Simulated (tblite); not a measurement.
C3H14FPSi3: geometry relaxation

C3H14FPSi3, computed with GFN2-xTB geometry optimisation, gas phase (tblite 0.8.0).

It belongs to a series of runs on one base structure; here: Si replaced by C.

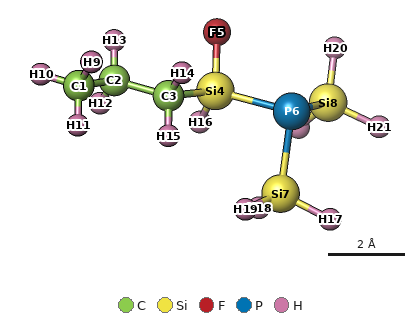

Figure 1. The structure as given in the input (ball-and-stick view, seen at a tilt; atoms are numbered from 1 in the order of the input). Bond lengths as drawn: C–C 1.53 Å, C–H 1.08 to 1.11 Å, C–Si 1.88 Å, F–Si 1.61 Å, H–Si 1.46 to 1.49 Å and P–Si 2.18 to 2.20 Å.

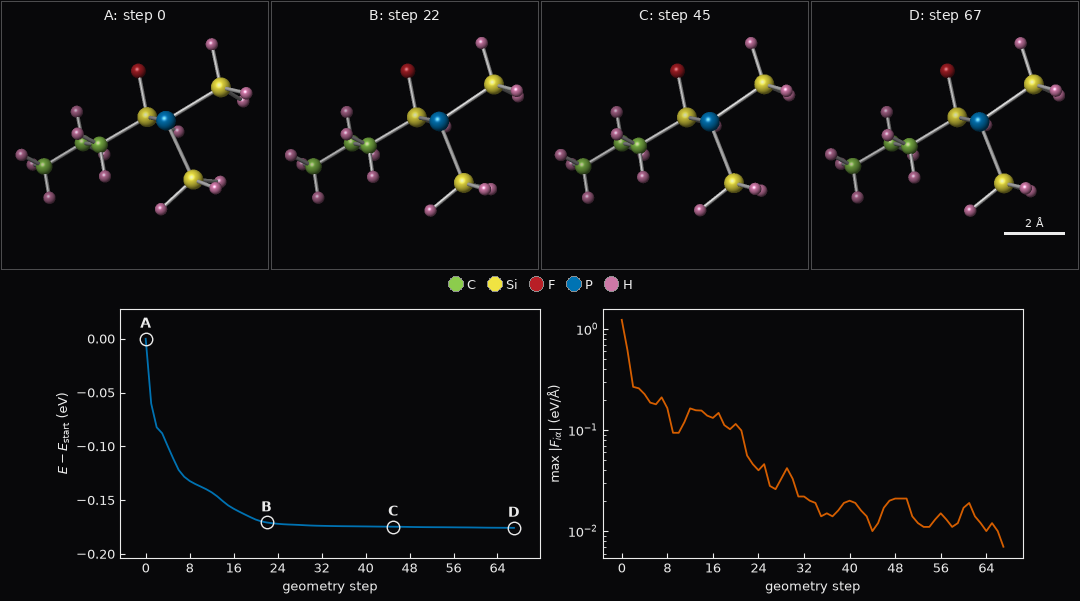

Figure 2. Frames of the relaxation (ball-and-stick view, seen at a tilt) above the curves, on which the letters mark them (steps are counted from 0).

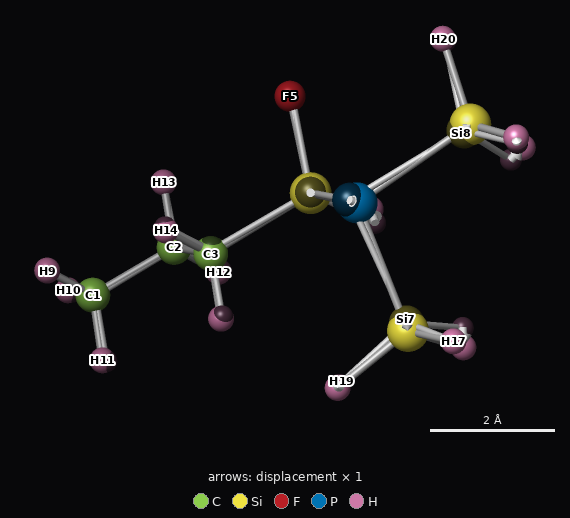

Figure 3. Start (faint) and end (solid) with the displacements as white arrows, at true length (ball-and-stick view, seen at a tilt). The two geometries are laid on each other by the best rigid fit. The largest move after the best rigid fit is that of H16, 0.34 Å. Largest moves by element: H 0.34 Å, P 0.16 Å, Si 0.15 Å, C 0.05 Å, F 0.03 Å. Distances before and after: P6–Si8 2.178 → 2.228 Å, P6–Si7 2.194 → 2.225 Å, Si8–H21 1.491 → 1.462 Å, Si4–P6 2.195 → 2.220 Å. Among the angles that change: F5–Si4–H16 109.1° → 101.3°, Si7–P6–Si8 95.8° → 102.9°, P6–Si4–H16 111.6° → 116.6°. After 67 geometry steps the energy has fallen by 0.176 eV. Largest force component: 1.2 eV/Å at the start, 0.007 eV/Å at the end. (Atoms are counted from 1 in the order of the input.)

The input and output of the run follow.

## Input file
```
{"job": {"kind": "relax", "xc": "GFN2-xTB", "basis": "xTB"}, "charge": 0, "multiplicity": 1}
C      3.772300    -0.063500    -0.512600
C      2.383700    -0.647400    -0.793900
C      1.342000    -0.077700     0.167600
Si    -0.401300    -0.725500    -0.089100
F     -0.352700    -2.321300     0.150900
P     -1.761100     0.123500     1.410900
Si    -2.072900     2.026000     0.364000
Si    -3.551900    -0.846800     0.638400
H      4.092800    -0.279600     0.512500
H      4.497700    -0.487300    -1.194300
H      3.755000     1.023500    -0.651100
H      2.110200    -0.452400    -1.825100
H      2.436700    -1.740900    -0.664400
H      1.640800    -0.275600     1.196100
H      1.310900     1.024900     0.052100
H     -0.868100    -0.461100    -1.449300
H     -3.167100     2.772600     1.034200
H     -2.406900     1.808000    -1.060700
H     -0.820600     2.812500     0.460100
H     -3.552500    -2.280900     1.023100
H     -4.744300    -0.192100     1.248900
H     -3.653200    -0.719600    -0.838300
```

The first line tells a small driver script what to run in tblite; the rest is the geometry in Å.

Command:
```bash
OMP_NUM_THREADS=1 python <driver script> task.json out
```

## Log
```
step      E/eV     max force
  0    -709.50548    1.412
  1    -709.56572    0.702
  2    -709.58779    0.283
  3    -709.59335    0.270
  4    -709.60520    0.235
  5    -709.61668    0.226
  6    -709.62742    0.203
  7    -709.63369    0.222
  8    -709.63763    0.170
  9    -709.64042    0.099
 10    -709.64283    0.100
 11    -709.64529    0.150
 12    -709.64820    0.209
 13    -709.65189    0.213
 14    -709.65627    0.185
 15    -709.66032    0.154
 16    -709.66343    0.156
 17    -709.66612    0.177
 18    -709.66867    0.137
 19    -709.67115    0.133
 20    -709.67348    0.121
 21    -709.67516    0.116
 22    -709.67620    0.075
 23    -709.67690    0.050
 24    -709.67744    0.045
 25    -709.67784    0.051
 26    -709.67810    0.038
 27    -709.67830    0.035
 28    -709.67852    0.039
 29    -709.67880    0.049
 30    -709.67904    0.039
 31    -709.67921    0.031
 32    -709.67932    0.030
 33    -709.67943    0.024
 34    -709.67953    0.024
 35    -709.67962    0.020
 36    -709.67968    0.016
 37    -709.67973    0.017
 38    -709.67978    0.017
 39    -709.67984    0.020
 40    -709.67989    0.021
 41    -709.67995    0.019
 42    -709.68002    0.021
 43    -709.68007    0.018
 44    -709.68011    0.012
 45    -709.68015    0.017
 46    -709.68020    0.027
 47    -709.68028    0.031
 48    -709.68037    0.026
 49    -709.68045    0.029
 50    -709.68051    0.025
 51    -709.68056    0.016
 52    -709.68059    0.012
 53    -709.68062    0.014
 54    -709.68064    0.014
 55    -709.68068    0.016
 56    -709.68072    0.018
 57    -709.68077    0.015
 58    -709.68080    0.014
 59    -709.68084    0.015
 60    -709.68090    0.025
 61    -709.68097    0.028
 62    -709.68104    0.020
 63    -709.68108    0.014
 64    -709.68111    0.012
 65    -709.68114    0.016
 66    -709.68117    0.013
 67    -709.68119    0.008
```

## Trajectory as extended XYZ (Å, eV, eV/Å), 10 of the 68 frames kept, from step=0 to step=67
```
22
Properties=species:S:1:pos:R:3:forces:R:3 step=0 energy=-709.50548
C     3.7723   -0.0635   -0.5126   -0.2260   0.2050   0.1160
C     2.3837   -0.6474   -0.7939    0.3310  -0.3530   0.5430
C     1.3420   -0.0777    0.1676    0.1380   0.6250  -0.2420
Si   -0.4013   -0.7255   -0.0891    0.2240  -0.1500  -0.1770
F    -0.3527   -2.3213    0.1509   -0.0870  -0.0080  -0.1590
P    -1.7611    0.1235    1.4109    0.2980   0.0640   0.6350
Si   -2.0729    2.0260    0.3640   -0.0580   0.9510  -0.1110
Si   -3.5519   -0.8468    0.6384   -1.2340  -0.6780  -0.1100
H     4.0928   -0.2796    0.5125   -0.1350   0.0540  -0.2430
H     4.4977   -0.4873   -1.1943    0.1460  -0.0400  -0.0970
H     3.7550    1.0235   -0.6511    0.0440  -0.2400   0.0620
H     2.1102   -0.4524   -1.8251   -0.1120   0.0880  -0.1210
H     2.4367   -1.7409   -0.6644   -0.1030   0.2970  -0.0560
H     1.6408   -0.2756    1.1961    0.1190   0.0120   0.0390
H     1.3109    1.0249    0.0521    0.1280  -0.4490   0.1060
H    -0.8681   -0.4611   -1.4493    0.0290  -0.2810  -0.0910
H    -3.1671    2.7726    1.0342    0.2740  -0.2520  -0.1920
H    -2.4069    1.8080   -1.0607    0.0410   0.1280   0.1860
H    -0.8206    2.8125    0.4601   -0.2610  -0.1650  -0.0490
H    -3.5525   -2.2809    1.0231    0.0650   0.4080  -0.1390
H    -4.7443   -0.1921    1.2489    0.3940  -0.1480  -0.1840
H    -3.6532   -0.7196   -0.8383   -0.0140  -0.0680   0.2860
22
Properties=species:S:1:pos:R:3:forces:R:3 step=7 energy=-709.63369
C     3.7808   -0.0657   -0.5225   -0.0390   0.0130   0.0570
C     2.3977   -0.6491   -0.7791   -0.0600  -0.0090   0.0020
C     1.3655   -0.0564    0.1732   -0.0490   0.0560   0.0470
Si   -0.3898   -0.7187   -0.0863    0.0160  -0.0100  -0.0730
F    -0.3756   -2.3281    0.0876    0.0120   0.0530   0.0170
P    -1.8026    0.1319    1.4091    0.2110  -0.0670  -0.0220
Si   -2.0637    2.0779    0.3726   -0.0310   0.0550   0.0010
Si   -3.6233   -0.8872    0.6487   -0.0390  -0.0160   0.0120
H     4.0812   -0.2755    0.5004    0.1000  -0.0370   0.0260
H     4.5199   -0.4840   -1.2024   -0.0330   0.0000   0.0280
H     3.7612    1.0150   -0.6481    0.0250   0.0050  -0.0520
H     2.0993   -0.4402   -1.8049   -0.0180  -0.0080  -0.1090
H     2.4165   -1.7319   -0.6532    0.0430  -0.0220  -0.0130
H     1.6742   -0.2580    1.2001    0.0140  -0.0090   0.0580
H     1.3645    1.0299    0.0627   -0.0130   0.0050   0.0090
H    -0.8485   -0.5758   -1.4738    0.0660  -0.0640   0.0520
H    -3.1693    2.7678    1.0249   -0.0150   0.0640   0.0470
H    -2.4011    1.8635   -1.0343   -0.0100   0.0700  -0.1070
H    -0.8159    2.8328    0.4487    0.0090   0.0220   0.0440
H    -3.5469   -2.2953    1.0137   -0.0330  -0.0130   0.0370
H    -4.7541   -0.1859    1.2487   -0.0640  -0.0450   0.0320
H    -3.6804   -0.7477   -0.8058   -0.0910  -0.0420  -0.0930
22
Properties=species:S:1:pos:R:3:forces:R:3 step=15 energy=-709.66032
C     3.7848   -0.0672   -0.5181    0.0680  -0.0040  -0.0310
C     2.4006   -0.6403   -0.7716   -0.0250  -0.0370   0.0160
C     1.3780   -0.0446    0.1855   -0.1250   0.0090   0.0150
Si   -0.3620   -0.7261   -0.1149   -0.1390  -0.0290  -0.0150
F    -0.3606   -2.3320    0.0906    0.0570   0.0240   0.0630
P    -1.7937    0.1340    1.3564   -0.0120  -0.0300  -0.0740
Si   -2.0750    2.1069    0.3657    0.0090   0.0450   0.0050
Si   -3.6393   -0.8950    0.6468   -0.0590  -0.0430   0.0060
H     4.1138   -0.2836    0.4954   -0.0360   0.0220   0.0360
H     4.5053   -0.4997   -1.2024    0.1100  -0.0280  -0.1040
H     3.7766    1.0105   -0.6599    0.0320   0.0380   0.0210
H     2.0963   -0.4425   -1.7997    0.0250   0.0810  -0.0510
H     2.4209   -1.7234   -0.6551    0.0120  -0.0650   0.0690
H     1.6832   -0.2494    1.2139   -0.0100  -0.0350   0.0090
H     1.3736    1.0432    0.0833   -0.0030  -0.0270  -0.0280
H    -0.7939   -0.6647   -1.5152    0.0600   0.0430   0.0370
H    -3.1598    2.8027    1.0520   -0.0090  -0.0150   0.0100
H    -2.3969    1.9655   -1.0568   -0.0210   0.0300  -0.0290
H    -0.8275    2.8579    0.4829    0.0330   0.0170   0.0260
H    -3.5763   -2.2960    1.0403    0.0380  -0.0330   0.0320
H    -4.7840   -0.2336    1.2697    0.0110   0.0340   0.0320
H    -3.7746   -0.8032   -0.8087   -0.0150   0.0020  -0.0440
22
Properties=species:S:1:pos:R:3:forces:R:3 step=22 energy=-709.67620
C     3.8002   -0.0738   -0.5264    0.0230   0.0330   0.0320
C     2.4063   -0.6383   -0.7660    0.0230   0.0010   0.0040
C     1.3719   -0.0481    0.1863   -0.0070   0.0300  -0.0060
Si   -0.3622   -0.7391   -0.1354   -0.0120   0.0020   0.0030
F    -0.3230   -2.3347    0.1319   -0.0050   0.0200   0.0170
P    -1.8220    0.1364    1.2918   -0.0490   0.0120  -0.0560
Si   -2.0777    2.1442    0.3546    0.0020  -0.0310   0.0310
Si   -3.6774   -0.9197    0.6371    0.0220   0.0150   0.0290
H     4.1278   -0.2833    0.4885    0.0230  -0.0360   0.0300
H     4.5163   -0.5092   -1.2194   -0.0020  -0.0210   0.0120
H     3.8056    1.0047   -0.6644   -0.0200   0.0420  -0.0190
H     2.1093   -0.4254   -1.7941   -0.0110  -0.0470  -0.0280
H     2.4256   -1.7215   -0.6369    0.0030  -0.0080  -0.0500
H     1.6665   -0.2595    1.2167   -0.0070  -0.0140  -0.0010
H     1.3668    1.0389    0.0862   -0.0030   0.0060  -0.0070
H    -0.7335   -0.7038   -1.5519   -0.0010   0.0040   0.0270
H    -3.1553    2.8184    1.0759   -0.0040  -0.0220  -0.0200
H    -2.4014    2.0612   -1.0745    0.0020   0.0260   0.0240
H    -0.8246    2.8802    0.5224    0.0020  -0.0180  -0.0070
H    -3.5780   -2.3082    1.0741    0.0250   0.0020  -0.0200
H    -4.7972   -0.2529    1.3008    0.0100   0.0210  -0.0060
H    -3.8545   -0.8471   -0.8172   -0.0140  -0.0170   0.0120
22
Properties=species:S:1:pos:R:3:forces:R:3 step=30 energy=-709.67904
C     3.8045   -0.0727   -0.5235    0.0040   0.0060   0.0140
C     2.4104   -0.6378   -0.7677    0.0180  -0.0100  -0.0080
C     1.3719   -0.0463    0.1813    0.0170   0.0050  -0.0090
Si   -0.3616   -0.7384   -0.1395    0.0070  -0.0030  -0.0010
F    -0.3192   -2.3289    0.1519   -0.0070   0.0010   0.0040
P    -1.8325    0.1372    1.2719   -0.0240   0.0190  -0.0010
Si   -2.0793    2.1520    0.3559   -0.0060  -0.0210   0.0130
Si   -3.6885   -0.9245    0.6376    0.0330   0.0160   0.0120
H     4.1342   -0.2859    0.4908   -0.0140  -0.0110   0.0140
H     4.5197   -0.5131   -1.2147    0.0000   0.0140   0.0010
H     3.8087    1.0066   -0.6624    0.0000   0.0020  -0.0110
H     2.1158   -0.4340   -1.7987   -0.0020   0.0180  -0.0180
H     2.4325   -1.7220   -0.6461   -0.0100  -0.0050   0.0200
H     1.6621   -0.2622    1.2120    0.0060  -0.0030   0.0020
H     1.3684    1.0414    0.0849    0.0050  -0.0190  -0.0160
H    -0.7243   -0.7148   -1.5564   -0.0160  -0.0030  -0.0050
H    -3.1628    2.8141    1.0773   -0.0030  -0.0020   0.0030
H    -2.4016    2.1002   -1.0731   -0.0010   0.0040  -0.0130
H    -0.8206    2.8749    0.5314    0.0040  -0.0020   0.0090
H    -3.5652   -2.3108    1.0733    0.0010  -0.0040   0.0030
H    -4.7975   -0.2468    1.3074    0.0010  -0.0010   0.0030
H    -3.8854   -0.8688   -0.8136   -0.0110  -0.0010  -0.0160
22
Properties=species:S:1:pos:R:3:forces:R:3 step=37 energy=-709.67973
C     3.8057   -0.0725   -0.5207   -0.0040  -0.0030   0.0000
C     2.4136   -0.6398   -0.7713    0.0020  -0.0030   0.0020
C     1.3744   -0.0480    0.1765    0.0000   0.0090  -0.0060
Si   -0.3615   -0.7371   -0.1402    0.0020  -0.0050   0.0000
F    -0.3231   -2.3260    0.1599   -0.0010  -0.0030  -0.0020
P    -1.8329    0.1403    1.2702   -0.0140   0.0030  -0.0090
Si   -2.0824    2.1534    0.3557    0.0000  -0.0060   0.0060
Si   -3.6865   -0.9235    0.6367    0.0090   0.0020   0.0050
H     4.1287   -0.2881    0.4957   -0.0010   0.0070  -0.0070
H     4.5243   -0.5091   -1.2105    0.0070  -0.0010   0.0100
H     3.8081    1.0069   -0.6611   -0.0010  -0.0060   0.0120
H     2.1213   -0.4333   -1.8029    0.0030  -0.0070  -0.0020
H     2.4332   -1.7237   -0.6455    0.0050  -0.0010  -0.0120
H     1.6653   -0.2627    1.2075    0.0000   0.0030  -0.0060
H     1.3728    1.0390    0.0765   -0.0030   0.0010  -0.0040
H    -0.7316   -0.7183   -1.5557   -0.0050  -0.0030   0.0020
H    -3.1675    2.8111    1.0785   -0.0010   0.0040   0.0020
H    -2.4011    2.1115   -1.0748   -0.0010  -0.0030  -0.0060
H    -0.8206    2.8690    0.5377    0.0010   0.0120   0.0070
H    -3.5594   -2.3093    1.0725    0.0000  -0.0050   0.0070
H    -4.7940   -0.2457    1.3090   -0.0020  -0.0020   0.0060
H    -3.8970   -0.8748   -0.8135    0.0040   0.0080  -0.0070
22
Properties=species:S:1:pos:R:3:forces:R:3 step=45 energy=-709.68015
C     3.8067   -0.0734   -0.5170   -0.0050  -0.0010   0.0010
C     2.4166   -0.6427   -0.7764   -0.0010   0.0030   0.0090
C     1.3754   -0.0485    0.1685   -0.0080   0.0000  -0.0030
Si   -0.3620   -0.7386   -0.1410   -0.0030  -0.0020  -0.0050
F    -0.3262   -2.3270    0.1631    0.0040   0.0030  -0.0010
P    -1.8344    0.1428    1.2667    0.0010  -0.0020  -0.0020
Si   -2.0843    2.1571    0.3556    0.0010  -0.0080   0.0090
Si   -3.6863   -0.9250    0.6359    0.0100   0.0080   0.0110
H     4.1241   -0.2881    0.5014   -0.0070  -0.0040  -0.0050
H     4.5323   -0.5072   -1.2013   -0.0020   0.0020   0.0030
H     3.8065    1.0063   -0.6541    0.0050  -0.0050  -0.0020
H     2.1276   -0.4368   -1.8093    0.0120   0.0000   0.0080
H     2.4364   -1.7268   -0.6516    0.0010   0.0080  -0.0010
H     1.6671   -0.2587    1.2003   -0.0020   0.0000  -0.0060
H     1.3730    1.0385    0.0655   -0.0040  -0.0090  -0.0100
H    -0.7413   -0.7241   -1.5541    0.0040  -0.0030  -0.0020
H    -3.1705    2.8120    1.0796   -0.0040   0.0020  -0.0040
H    -2.3996    2.1159   -1.0761    0.0040   0.0030   0.0030
H    -0.8246    2.8742    0.5476   -0.0010   0.0090  -0.0030
H    -3.5562   -2.3093    1.0768    0.0000  -0.0010  -0.0070
H    -4.7913   -0.2491    1.3142   -0.0070   0.0000   0.0010
H    -3.8992   -0.8720   -0.8144    0.0030  -0.0020   0.0050
22
Properties=species:S:1:pos:R:3:forces:R:3 step=52 energy=-709.68059
C     3.8070   -0.0746   -0.5102    0.0040  -0.0020   0.0000
C     2.4201   -0.6454   -0.7813    0.0000   0.0050  -0.0020
C     1.3725   -0.0503    0.1559    0.0000  -0.0020  -0.0050
Si   -0.3649   -0.7425   -0.1468    0.0020   0.0000  -0.0040
F    -0.3256   -2.3289    0.1661   -0.0010   0.0000  -0.0030
P    -1.8309    0.1443    1.2663    0.0120   0.0000   0.0020
Si   -2.0851    2.1607    0.3609    0.0000   0.0090  -0.0080
Si   -3.6846   -0.9233    0.6420   -0.0020  -0.0030  -0.0060
H     4.1151   -0.2914    0.5103    0.0030   0.0010   0.0040
H     4.5391   -0.5062   -1.1889    0.0010  -0.0050   0.0010
H     3.8078    1.0051   -0.6462   -0.0010  -0.0020   0.0030
H     2.1416   -0.4390   -1.8168   -0.0080  -0.0020   0.0030
H     2.4413   -1.7295   -0.6572   -0.0080   0.0060   0.0040
H     1.6643   -0.2527    1.1894   -0.0090   0.0050  -0.0040
H     1.3672    1.0355    0.0442   -0.0010   0.0040   0.0000
H    -0.7492   -0.7341   -1.5586    0.0030  -0.0040   0.0000
H    -3.1778    2.8136    1.0771   -0.0040  -0.0080   0.0030
H    -2.3937    2.1232   -1.0725    0.0040  -0.0030   0.0020
H    -0.8318    2.8885    0.5573    0.0000  -0.0050   0.0020
H    -3.5519   -2.3097    1.0758    0.0020   0.0010   0.0000
H    -4.7932   -0.2542    1.3215    0.0050   0.0020   0.0010
H    -3.8978   -0.8696   -0.8084   -0.0010   0.0020   0.0060
22
Properties=species:S:1:pos:R:3:forces:R:3 step=60 energy=-709.68090
C     3.8078   -0.0773   -0.5048   -0.0020   0.0000  -0.0020
C     2.4207   -0.6448   -0.7837   -0.0030  -0.0010  -0.0010
C     1.3681   -0.0468    0.1454    0.0040  -0.0020   0.0060
Si   -0.3667   -0.7454   -0.1544    0.0020   0.0030  -0.0060
F    -0.3251   -2.3306    0.1644    0.0010   0.0010  -0.0010
P    -1.8244    0.1462    1.2635    0.0080  -0.0110   0.0120
Si   -2.0849    2.1635    0.3632    0.0030   0.0060  -0.0150
Si   -3.6794   -0.9216    0.6465   -0.0170  -0.0080  -0.0170
H     4.1106   -0.2941    0.5173   -0.0050  -0.0050   0.0010
H     4.5438   -0.5095   -1.1792   -0.0110  -0.0050   0.0010
H     3.8110    1.0025   -0.6398    0.0000   0.0040  -0.0030
H     2.1467   -0.4404   -1.8209    0.0080  -0.0010   0.0050
H     2.4370   -1.7283   -0.6562    0.0030  -0.0070  -0.0020
H     1.6546   -0.2438    1.1812    0.0050   0.0060   0.0080
H     1.3610    1.0380    0.0289   -0.0040   0.0150  -0.0020
H    -0.7521   -0.7447   -1.5652   -0.0040   0.0000  -0.0080
H    -3.1858    2.8049    1.0778    0.0040  -0.0040  -0.0030
H    -2.3863    2.1255   -1.0720    0.0030   0.0030   0.0080
H    -0.8348    2.8953    0.5669   -0.0090  -0.0040   0.0020
H    -3.5459   -2.3094    1.0757    0.0040   0.0040   0.0020
H    -4.7879   -0.2550    1.3285    0.0060   0.0030   0.0060
H    -3.8987   -0.8649   -0.8030    0.0010   0.0010   0.0070
22
Properties=species:S:1:pos:R:3:forces:R:3 step=67 energy=-709.68119
C     3.8076   -0.0804   -0.4988   -0.0030  -0.0020   0.0020
C     2.4208   -0.6443   -0.7844   -0.0040  -0.0020  -0.0020
C     1.3642   -0.0412    0.1365   -0.0020   0.0030   0.0010
Si   -0.3674   -0.7467   -0.1646   -0.0020  -0.0010   0.0040
F    -0.3229   -2.3304    0.1613    0.0060  -0.0030  -0.0040
P    -1.8183    0.1439    1.2601   -0.0050   0.0010  -0.0040
Si   -2.0838    2.1630    0.3642    0.0000  -0.0030   0.0030
Si   -3.6772   -0.9212    0.6486    0.0010   0.0010   0.0040
H     4.1032   -0.2987    0.5251    0.0050   0.0010   0.0000
H     4.5442   -0.5164   -1.1699    0.0020   0.0010   0.0040
H     3.8145    0.9995   -0.6344    0.0030  -0.0040  -0.0010
H     2.1548   -0.4417   -1.8237   -0.0030   0.0020  -0.0050
H     2.4337   -1.7278   -0.6552    0.0010  -0.0010   0.0040
H     1.6469   -0.2295    1.1752    0.0030   0.0040   0.0000
H     1.3537    1.0433    0.0123    0.0040   0.0000  -0.0040
H    -0.7559   -0.7560   -1.5749    0.0000   0.0070   0.0020
H    -3.1920    2.7936    1.0770    0.0000   0.0010  -0.0030
H    -2.3776    2.1310   -1.0721    0.0020   0.0000  -0.0010
H    -0.8403    2.9017    0.5794    0.0000  -0.0010   0.0010
H    -3.5373   -2.3085    1.0772   -0.0040   0.0010  -0.0030
H    -4.7791   -0.2537    1.3405    0.0030  -0.0020   0.0000
H    -3.9023   -0.8602   -0.7994   -0.0040  -0.0020   0.0030
```

## Key numbers

```csv
quantity,value
outcome,converged
total energy,−709.6812 eV
hardware,"1 CPU thread, shared host"
wall time,1.4 s
peak memory,0.18 GiB
```
